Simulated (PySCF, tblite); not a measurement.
# C₅H₅O₂−: a rotation path, then NMR shifts on frames

How do NMR shifts of C₅H₅O₂− (`C=C1C[C@H]1C(=O)[O-]`) change as the atoms move?

The runs use tblite 0.8.0 and PySCF 2.14.0, with density-fitted response routines of our own; the level of theory stands in each step. All values are computed, except where a source is named. Atoms count from 0, in the outputs and in this text.

**1. The molecule as given**

12 atoms, charge -1, multiplicity 1; geometry from: GFN2-xTB.

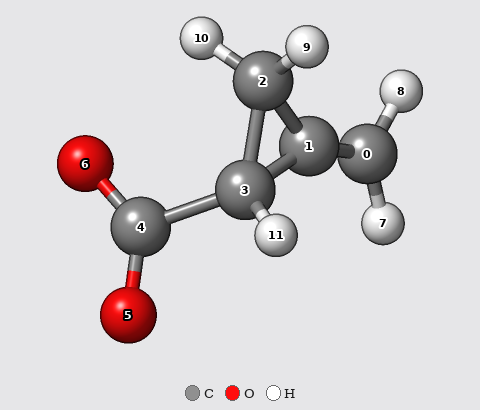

The starting geometry (carbon grey, oxygen red, hydrogen white), atoms numbered; sticks join atoms by distance.

**2. The rotation path with GFN2-xTB**

The job: settings as JSON, then the geometry in Å.

```
{"job": {"kind": "neb", "xc": "GFN2-xTB", "basis": "xTB", "atoms": [1, 3, 4, 6], "turn": 120}, "charge": -1, "multiplicity": 1}
C     -1.503895    -1.022599     0.809372
C     -0.708256    -0.131967     0.259846
C     -0.166605     1.228040     0.315535
C      0.241925     0.245007    -0.764320
C      1.722603    -0.334896    -0.705537
O      2.027189    -1.027630    -1.680280
O      2.379544    -0.010444     0.285803
H     -1.617085    -2.013554     0.395889
H     -2.069005    -0.808778     1.706961
H     -0.810894     2.072244     0.088356
H      0.606097     1.434034     1.047734
H     -0.100420     0.369857    -1.785386
```

Method: GFN2-xTB climbing-image nudged elastic band, gas phase.

Launch:

```
$ OMP_NUM_THREADS=1 python probes_run.py task.json out
```

This one command runs all jobs of the session in turn.

Output:

```text
image   E - E0 / eV
  0      -0.0000
  1       0.0221
  2       0.0636
  3       0.0982
  4       0.1150
  5       0.1049
  6       0.0668
  7       0.0208
  8       0.0000
```

Wall time 2.5 s (1 thread of Arm Neoverse V1, shared host); peak memory 0.18 GiB.

The final band, with the dihedral C1–C3–C4–O6:

| image | dihedral (°) | energy (eV) | energy (kcal/mol) |
| --- | --- | --- | --- |
| 0 | -63 | 0.000 | 0.0 |
| 1 | -39 | 0.022 | 0.5 |
| 2 | -16 | 0.064 | 1.5 |
| 3 | 7 | 0.098 | 2.3 |
| 4 | 30 | 0.115 | 2.7 |
| 5 | 52 | 0.105 | 2.4 |
| 6 | 75 | 0.067 | 1.5 |
| 7 | 96 | 0.021 | 0.5 |
| 8 | 118 | 0.000 | 0.0 |

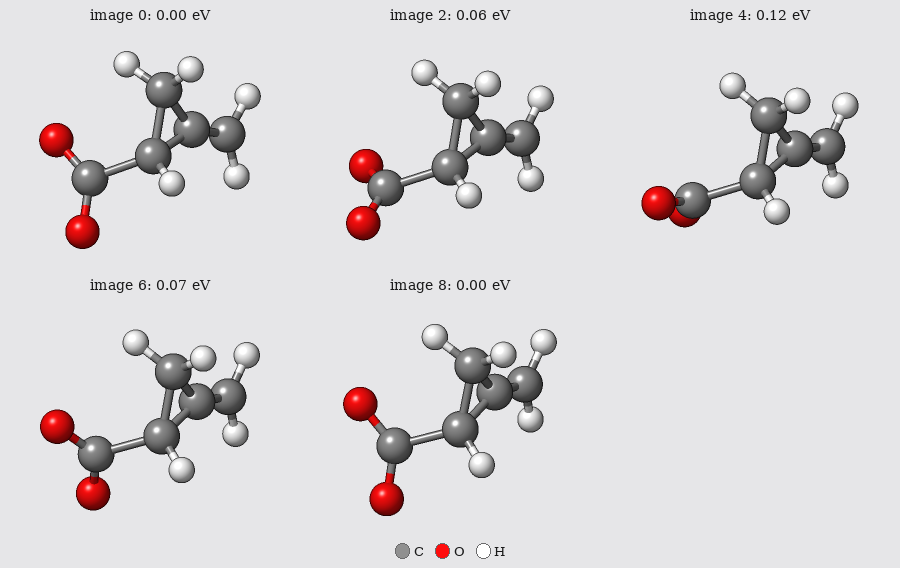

Images along the band.

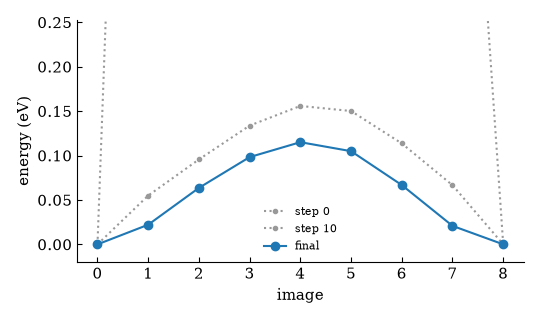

Energy along the band, early and final.

**3. NMR shieldings: image 0, PBE0/pcSseg-1**

The job: settings as JSON, then the geometry in Å.

```
{"job": {"kind": "nmr", "xc": "PBE0", "basis": "pcSseg-1", "pop": false}, "charge": -1, "multiplicity": 1}
C     -1.503900    -1.022600     0.809400
C     -0.708300    -0.132000     0.259800
C     -0.166600     1.228000     0.315500
C      0.241900     0.245000    -0.764300
C      1.722600    -0.334900    -0.705500
O      2.027200    -1.027600    -1.680300
O      2.379500    -0.010400     0.285800
H     -1.617100    -2.013600     0.395900
H     -2.069000    -0.808800     1.707000
H     -0.810900     2.072200     0.088400
H      0.606100     1.434000     1.047700
H     -0.100400     0.369900    -1.785400
```

Method: GIAO PBE0/pcSseg-1 NMR shielding, non-relativistic, gas phase.

Output:

```text
coarse grid: 10704 points
cycle   1  E = -343.2685331919  dE =  1.268e+00  |g| = 1.074e+00  |ddm| = 3.286e+00
cycle   2  E = -342.9053344356  dE =  3.632e-01  |g| = 1.759e+00  |ddm| = 3.442e+00
cycle   3  E = -343.4858372261  dE = -5.805e-01  |g| = 1.782e-01  |ddm| = 2.628e+00
cycle   4  E = -343.4929518448  dE = -7.115e-03  |g| = 6.925e-02  |ddm| = 2.706e-01
cycle   5  E = -343.4939890044  dE = -1.037e-03  |g| = 2.886e-02  |ddm| = 8.203e-02
cycle   6  E = -343.4941791784  dE = -1.902e-04  |g| = 6.172e-03  |ddm| = 2.476e-02
cycle   7  E = -343.4941884884  dE = -9.310e-06  |g| = 1.464e-03  |ddm| = 6.775e-03
final grid: 105320 points
cycle   8  E = -343.5568840915  dE = -1.302e-05  |g| = 1.174e-02  |ddm| = 2.984e-02
cycle   9  E = -343.5568461907  dE =  3.790e-05  |g| = 1.842e-02  |ddm| = 2.850e-02
cycle  10  E = -343.5569108138  dE = -6.462e-05  |g| = 1.567e-03  |ddm| = 1.813e-02
cycle  11  E = -343.5569113431  dE = -5.293e-07  |g| = 3.134e-04  |ddm| = 1.437e-03
cycle  12  E = -343.5569113565  dE = -1.341e-08  |g| = 1.846e-04  |ddm| = 3.891e-04
cycle  13  E = -343.5569113628  dE = -6.329e-09  |g| = 4.939e-05  |ddm| = 1.956e-04
cycle  14  E = -343.5569113633  dE = -5.224e-10  |g| = 1.230e-05  |ddm| = 5.802e-05
converged SCF energy = -343.5569113633

GIAO shielding tensors (ppm)
atom      isotropic    diamagn.    paramagn.     s11        s22        s33       span
  0 C       93.899     256.715    -162.815      3.196    115.931    162.571    159.375
  1 C       36.511     260.598    -224.087    -65.836    -20.979    196.347    262.183
  2 C      176.784     254.114     -77.329    153.632    159.714    217.007     63.376
  3 C      155.617     251.319     -95.702    124.855    132.494    209.502     84.647
  4 C       22.214     241.103    -218.890    -70.496     55.874     81.263    151.759
  5 O       -4.545     404.761    -409.306   -209.577    -20.044    215.987    425.564
  6 O       33.833     406.760    -372.926   -174.867     -2.606    278.973    453.840
  7 H       26.794      32.085      -5.291     24.309     25.018     31.055      6.746
  8 H       26.960      30.937      -3.978     24.574     25.084     31.221      6.647
  9 H       31.339      31.694      -0.355     26.278     27.676     40.063     13.786
 10 H       30.355      31.295      -0.940     25.551     27.538     37.976     12.425
 11 H       29.755      32.959      -3.204     24.900     28.240     36.127     11.227
```

It took 16 s on 1 thread of Arm Neoverse V1, shared host; peak memory 0.7 GiB.

The references, computed at this level on geometries of the same kind, shield at (ppm): ¹H TMS 31.72, ¹³C TMS 186.9, ¹⁷O H2O 336.1. Their shielding less the atom's gives the shift. The references are single molecules in the gas phase, so shifts against H2O, NH3, PH3, H3PO4 or CFCl3 are not on the usual liquid scales and can be off by tens of ppm. Each atom is listed at this fixed geometry, with no averaging over motion; a spectrum would average atoms that exchange fast.

| atoms | environment | σ (ppm) | δ (ppm) |
| --- | --- | --- | --- |
| C4 | carboxylate carbon | 22.2 | 164.7 |
| C1 | fully substituted alkene carbon | 36.5 | 150.4 |
| C0 | terminal =CH2 carbon | 93.9 | 93.0 |
| C3 | three-membered-ring carbon | 155.6 | 31.3 |
| C2 | three-membered-ring carbon | 176.8 | 10.1 |
| H7 | hydrogen on a terminal =CH2 carbon | 26.79 | 4.92 |
| H8 | hydrogen on a terminal =CH2 carbon | 26.96 | 4.76 |
| H11 | hydrogen on a three-membered-ring carbon | 29.76 | 1.96 |
| H10 | hydrogen on a three-membered-ring carbon | 30.36 | 1.36 |
| H9 | hydrogen on a three-membered-ring carbon | 31.34 | 0.38 |
| O5 | carboxylate oxygen | -4.5 | 340.6 |
| O6 | carboxylate oxygen | 33.8 | 302.2 |

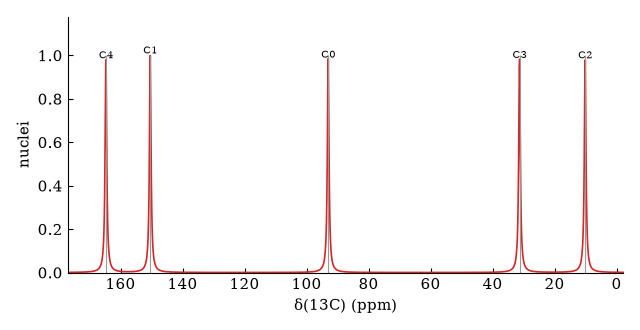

¹³C lines at the computed shifts, without couplings. Lines are broadened to a width of 0.62 ppm (Lorentzian).

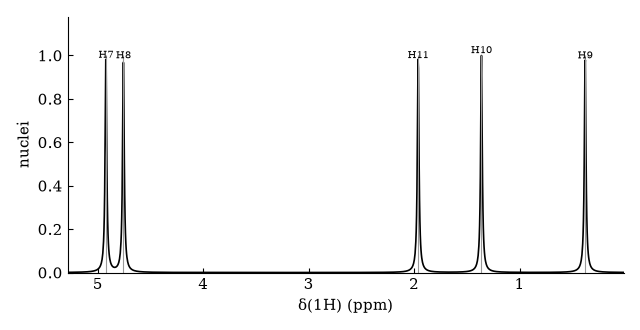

¹H lines at the computed shifts, without couplings. Lines are broadened to a width of 0.02 ppm (Lorentzian).

Ring of atoms C1, C2, C3: NICS(0) -30.9, NICS(1) -8.5, NICS(1)zz -20.7 ppm (means of both faces).

In rings of three or four atoms NICS is ruled by the nearby σ bonds, so it says little on aromaticity.

Orbitals, density, ELF and potential are computed afterwards from the orbital file.

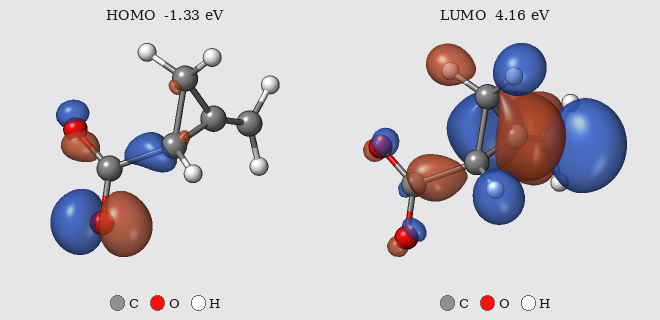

Frontier orbitals at PBE0/pcSseg-1; each surface holds 70 % of the orbital's density, blue and red mark the sign.

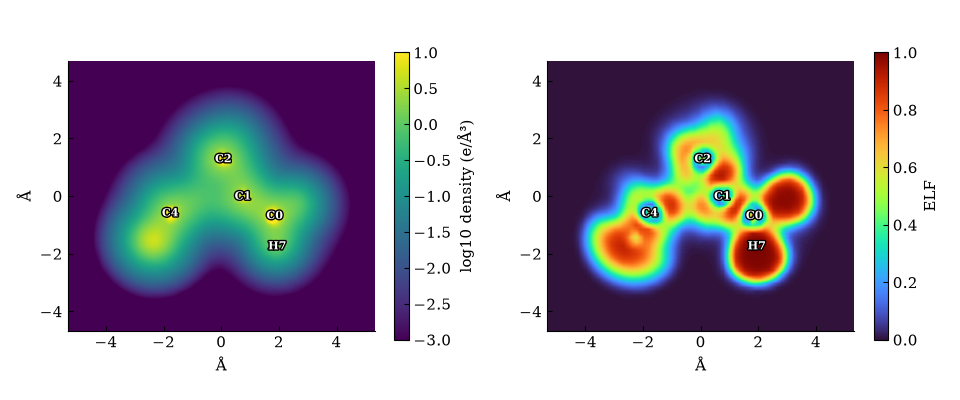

Density (left) and ELF (right) in a plane through or near 5 of the atoms.

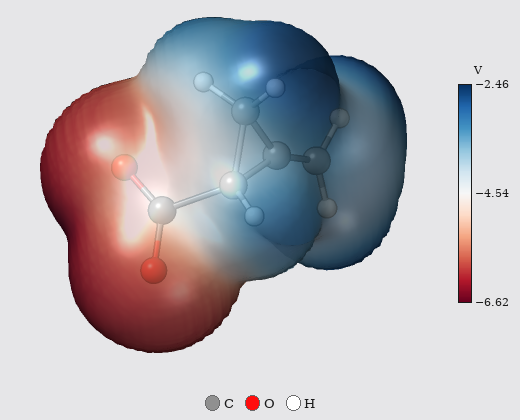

The potential that a unit positive charge feels on the 0.002 e/bohr³ surface, from the 1st to the 99th percentile, from -6.62 V near O5 to -2.46 V near H8.

**4. Nuclear shieldings: image 2, PBE0/pcSseg-1**

The job: settings as JSON, then the geometry in Å.

```
{"job": {"kind": "nmr", "xc": "PBE0", "basis": "pcSseg-1", "pop": false}, "charge": -1, "multiplicity": 1}
C     -1.484300    -0.983300     0.909000
C     -0.720500    -0.130400     0.267300
C     -0.179600     1.231500     0.226500
C      0.227400     0.170200    -0.785300
C      1.725500    -0.362200    -0.711400
O      2.330700    -0.283800    -1.785400
O      2.103700    -0.762000     0.390900
H     -1.597600    -2.004900     0.580400
H     -2.020300    -0.708900     1.807500
H     -0.826800     2.048600    -0.080900
H      0.562400     1.511800     0.964300
H     -0.119400     0.272600    -1.808900
```

Level: GIAO PBE0/pcSseg-1 NMR shielding, non-relativistic, gas phase.

Output:

```text
coarse grid: 10704 points
cycle   1  E = -343.2633489705  dE =  1.263e+00  |g| = 1.078e+00  |ddm| = 3.286e+00
cycle   2  E = -342.9097883417  dE =  3.536e-01  |g| = 1.752e+00  |ddm| = 3.654e+00
cycle   3  E = -343.4817992504  dE = -5.720e-01  |g| = 1.861e-01  |ddm| = 2.777e+00
cycle   4  E = -343.4889352957  dE = -7.136e-03  |g| = 8.930e-02  |ddm| = 3.150e-01
cycle   5  E = -343.4902415343  dE = -1.306e-03  |g| = 4.822e-02  |ddm| = 1.097e-01
cycle   6  E = -343.4906869809  dE = -4.454e-04  |g| = 8.166e-03  |ddm| = 4.334e-02
cycle   7  E = -343.4906962635  dE = -9.283e-06  |g| = 4.207e-03  |ddm| = 1.003e-02
cycle   8  E = -343.4907003562  dE = -4.093e-06  |g| = 7.568e-04  |ddm| = 3.990e-03
final grid: 105320 points
cycle   9  E = -343.5534828093  dE = -1.424e-05  |g| = 1.168e-02  |ddm| = 2.879e-02
cycle  10  E = -343.5534464583  dE =  3.635e-05  |g| = 1.827e-02  |ddm| = 2.961e-02
cycle  11  E = -343.5535087904  dE = -6.233e-05  |g| = 1.593e-03  |ddm| = 1.892e-02
cycle  12  E = -343.5535093353  dE = -5.449e-07  |g| = 3.101e-04  |ddm| = 1.422e-03
cycle  13  E = -343.5535093475  dE = -1.216e-08  |g| = 1.861e-04  |ddm| = 3.855e-04
cycle  14  E = -343.5535093541  dE = -6.624e-09  |g| = 4.895e-05  |ddm| = 2.177e-04
cycle  15  E = -343.5535093546  dE = -5.117e-10  |g| = 1.295e-05  |ddm| = 6.080e-05
converged SCF energy = -343.5535093546

GIAO shielding tensors (ppm)
atom      isotropic    diamagn.    paramagn.     s11        s22        s33       span
  0 C       89.550     256.280    -166.730     -2.807    108.947    162.509    165.316
  1 C       35.615     261.828    -226.213    -65.852    -26.041    198.737    264.589
  2 C      176.787     252.864     -76.077    154.765    159.929    215.666     60.901
  3 C      156.305     249.919     -93.614    106.320    150.234    212.361    106.041
  4 C       18.398     240.472    -222.074    -71.248     53.797     72.645    143.893
  5 O      -27.609     404.945    -432.555   -229.575    -23.546    170.293    399.868
  6 O       32.619     408.168    -375.549   -139.388     -4.727    241.971    381.359
  7 H       26.709      31.905      -5.196     24.542     24.684     30.900      6.357
  8 H       26.756      30.770      -4.014     24.592     24.905     30.770      6.178
  9 H       31.215      31.517      -0.302     26.361     27.485     39.798     13.437
 10 H       30.759      31.418      -0.659     25.915     28.116     38.247     12.332
 11 H       29.780      33.141      -3.361     24.977     28.154     36.210     11.234
```

Wall time 11 s (1 thread of Arm Neoverse V1, shared host); peak memory 0.77 GiB.

Key values: δ C4 168.5, C1 151.3, C0 97.4, C3 30.6, H7 5.01, H8 4.96 ppm.

[end of part 1 of 2]
